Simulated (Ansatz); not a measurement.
A series of calculations on C₂H₆BFS

### Relaxation

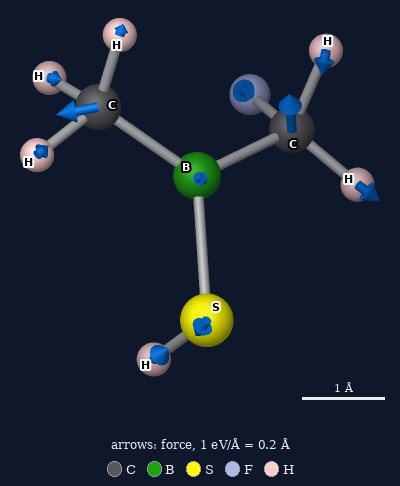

Starting geometry of C$_{2}$H$_{6}$BFS with the computed forces as blue arrows. A ball-and-stick model, seen at a tilt.

The run prepares an end point of a later path (torsion) calculation, from a guessed geometry.

Computed with RKS PBE-D4/6-31G* in Ansatz.

The input:
```yaml
crystal:
  periodic: [false, false, false]
  atoms:
    - { symbol: C, position_ang: [-1.0545, 0.8276, -0.3796] }
    - { symbol: B, position_ang: [0.1085, -0.1527, -0.3299] }
    - { symbol: S, position_ang: [1.2042, -0.3654, -1.8391] }
    - { symbol: C, position_ang: [0.4491, -0.9845, 0.9874] }
    - { symbol: F, position_ang: [0.6325, -0.1475, 2.0284] }
    - { symbol: H, position_ang: [-0.9783, 1.6613, 0.3933] }
    - { symbol: H, position_ang: [-1.1081, 1.3674, -1.3812] }
    - { symbol: H, position_ang: [-2.0159, 0.3442, -0.2304] }
    - { symbol: H, position_ang: [2.1088, 0.6649, -1.3392] }
    - { symbol: H, position_ang: [1.2494, -1.6641, 0.8681] }
    - { symbol: H, position_ang: [-0.5303, -1.6083, 1.2428] }
basis:
  gaussian: { orbitals: "6-31G*" }
hamiltonian:
  xc: pbe
  dispersion: d4
relax:
  f_tol: 0.015
  max_steps: 40
```

Command:
```bash
ansatz run input.yaml --threads 1 --pin off --max-ram 2048MiB --backend cpu --events-out ev --progress --plain --runs-dir out
```

Is this structure relaxed? If not, where do the atoms go?

Answer. It isn't relaxed: the largest force vector, on C4, is 3.68 eV/Å. The final displacements have little in common with the starting forces (cosine between the two patterns 0.13). The energy falls by 29.9 kcal/mol in 16 geometry steps. The largest force component goes from 3.4 to 0.011 eV/Å. The forces were under the threshold at step 14, but the run went on from there. The largest move after the best rigid fit is that of H9, 1.62 Å. By element the largest moves are H 1.62 Å, F 1.10 Å, S 0.34 Å, B 0.22 Å, C 0.21 Å. Some distances before and after: S3–H9 1.459 → 1.364 Å, C4–H11 1.189 → 1.111 Å, B2–S3 1.877 → 1.809 Å, C4–F5 1.348 → 1.405 Å. Among the angles between lasting bonds that change: B2–S3–H9 90.4° → 99.4°, B2–C4–H11 106.0° → 110.8°, H6–C1–H7 104.6° → 109.0°. Groups turn about B2–S3 by about 90°, B2–C4 by about 60°.

### Relaxation

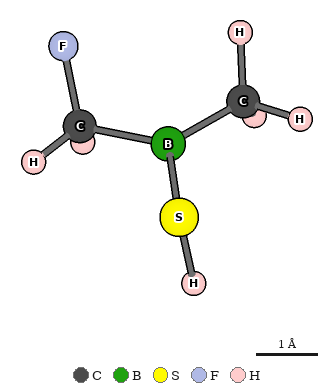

This is the input geometry for a relaxation of C2H6BFS. Style: ball-and-stick. Shown at a tilt.

The run prepares an end point of a later path (torsion) calculation, from a guessed geometry.

Method: RKS PBE-D4/6-31G* in Ansatz.

Input file:
```yaml
crystal:
  periodic: [false, false, false]
  atoms:
    - { symbol: C, position_ang: [-1.0545, 0.8276, -0.3796] }
    - { symbol: B, position_ang: [0.1085, -0.1527, -0.3299] }
    - { symbol: S, position_ang: [1.2042, -0.3654, -1.8391] }
    - { symbol: C, position_ang: [0.4491, -0.9845, 0.9874] }
    - { symbol: F, position_ang: [0.6325, -0.1475, 2.0284] }
    - { symbol: H, position_ang: [-0.9783, 1.6613, 0.3933] }
    - { symbol: H, position_ang: [-1.1081, 1.3674, -1.3812] }
    - { symbol: H, position_ang: [-2.0159, 0.3442, -0.2304] }
    - { symbol: H, position_ang: [0.31053, -1.39782, -2.35406] }
    - { symbol: H, position_ang: [1.2494, -1.6641, 0.8681] }
    - { symbol: H, position_ang: [-0.5303, -1.6083, 1.2428] }
basis:
  gaussian: { orbitals: "6-31G*" }
hamiltonian:
  xc: pbe
  dispersion: d4
relax:
  f_tol: 0.015
  max_steps: 40
```

Launched with:
```bash
ansatz run input.yaml --threads 1 --pin off --max-ram 2048MiB --backend cpu --events-out ev --progress --plain --runs-dir out
```

**What does the optimiser find from here?**

The energy falls by 29.7 kcal/mol in 18 geometry steps. The largest force component goes from 3.4 to 0.013 eV/Å. The atom that moves furthest after the best rigid fit is S3 (1.01 Å). Largest moves by element: S 1.01 Å, H 0.99 Å, F 0.75 Å, B 0.25 Å, C 0.14 Å. Among the contacts that change: S3–H9 1.459 → 1.361 Å, C4–H11 1.189 → 1.111 Å, B2–S3 1.877 → 1.812 Å, C4–F5 1.348 → 1.406 Å. Bond angles that change, for instance: B2–S3–H9 90.4° → 98.0°, B2–C4–H11 106.0° → 110.8°, H6–C1–H7 104.6° → 109.5°. Groups turn about B2–S3 by about 85°, B2–C4 by about 55°.

The structure at the end:

```xyz
11

C    -0.9382    0.8393   -0.4500
B     0.0311   -0.3895   -0.3426
S     0.7412   -1.2549   -1.7671
C     0.4205   -0.9793    1.0809
F    -0.1115   -0.2001    2.1231
H    -0.6366    1.6222    0.2689
H    -1.0353    1.2807   -1.4548
H    -1.9452    0.5186   -0.1160
H     0.1780   -0.4996   -2.7486
H     1.5206   -1.0394    1.2168
H     0.0425   -2.0178    1.1952
```

The end point in the same view:

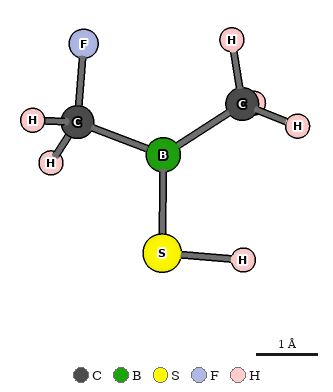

### Path

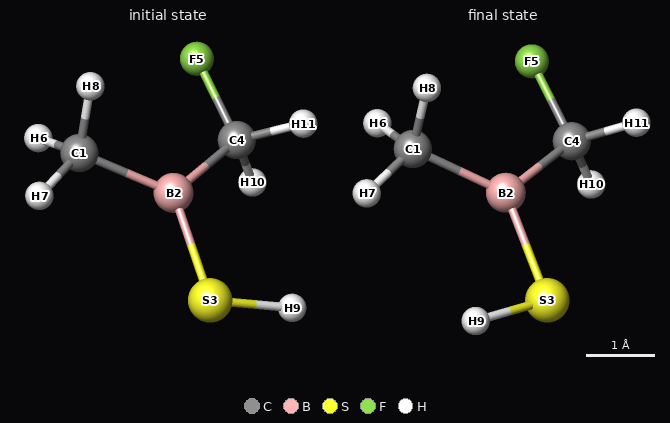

The two relaxed end points of a path for C2H6BFS. A ball-and-stick model, seen at a tilt.

All numbers below come from RKS PBE-D4/6-31G* (Ansatz 0.2.0).

Settings: 7 movable images; climbing image; force threshold 0.05 eV/Å; iteration limit 58.

Start:
```xyz
11

C    -1.1115    1.0220   -0.3254
B     0.1251    0.0584   -0.3538
S     1.0992   -0.0790   -1.8715
C     0.5222   -0.7991    0.9200
F    -0.3316   -0.5503    2.0071
H    -1.0129    1.7212    0.5258
H    -1.2843    1.6003   -1.2467
H    -2.0207    0.4316   -0.1037
H     2.0254   -0.9916   -1.4589
H     1.5650   -0.5849    1.2369
H     0.4894   -1.8857    0.6908
```

End:
```xyz
11

C    -0.9070    0.8898   -0.4097
B     0.2857   -0.1110   -0.2182
S     1.4701   -0.5458   -1.5184
C     0.4953   -0.8491    1.1737
F    -0.4185   -0.3931    2.1399
H    -0.9638    1.5789    0.4521
H    -0.8926    1.4717   -1.3451
H    -1.8534    0.3140   -0.3768
H     0.9621    0.2376   -2.5080
H     1.5224   -0.7033    1.5687
H     0.3649   -1.9469    1.0624
```

Q: What barrier does the band find between them, and by what path?

A: The highest point, image 4, lies 0.62 eV above the start and 0.61 eV above the end; the end is at +0.02 eV relative to the start. The motion is a rotation about the B2–S3 bond by about 180°. No bond forms or breaks between the ends. Among the angles between lasting bonds that change up to the highest image: B2–S3–H9 99.4° → 92.4°, S3–B2–C4 119.9° → 115.0°. The band converged in 26 iterations. The largest component of the band force went from 1000 to 0.037 eV/Å. The climbing image converged on the top of the path. Its vibrational analysis gives one imaginary mode (458i cm⁻¹), as a transition state must have.

Energies of the converged images:

```json
{"image": "0", "path (Å)": "0.00", "E (eV)": "0.000"}
{"image": "1", "path (Å)": "0.63", "E (eV)": "0.002"}
{"image": "2", "path (Å)": "1.27", "E (eV)": "0.050"}
{"image": "3", "path (Å)": "1.90", "E (eV)": "0.385"}
{"image": "4", "path (Å)": "2.54", "E (eV)": "0.625"}
{"image": "5", "path (Å)": "3.20", "E (eV)": "0.393"}
{"image": "6", "path (Å)": "3.87", "E (eV)": "0.072"}
{"image": "7", "path (Å)": "4.53", "E (eV)": "0.018"}
{"image": "8", "path (Å)": "5.20", "E (eV)": "0.018"}
```

The geometry at the top of the path:

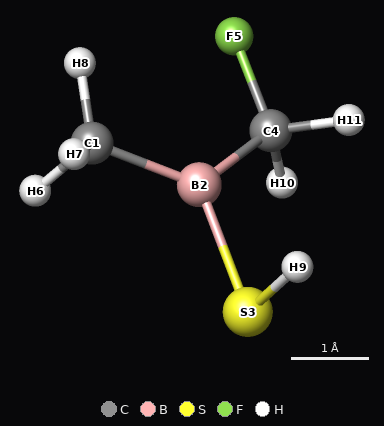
